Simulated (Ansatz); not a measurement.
## Response to strain in InPd

Start from InPd in the CsCl type structure (space group Pm-3m, No. 221; a = 3.248 Å; relaxed with 0.1 eV smearing).

Strains are applied to the cell and any free atomic positions relax.

Calculations: PBEsol (Ansatz, a program for electronic structure), without spin-orbit coupling.

Notes on the quantities. energy relative to the base: free energy F.

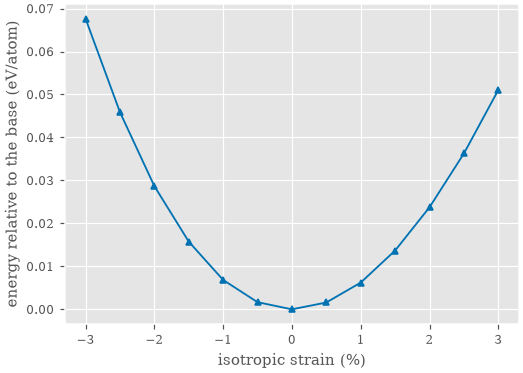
*Energy relative to the base against isotropic strain*

Question: From the plot, what is the energy relative to the base for isotropic strain −3.00 %?

Answer: About 0.068 eV/atom.

Question: Is the trend monotonic over the range shown?

Answer: No, it turns within the range, spanning 0 meV/atom to +68 meV/atom.

No phonon test of stability was made. The final runs are not spin-polarised.
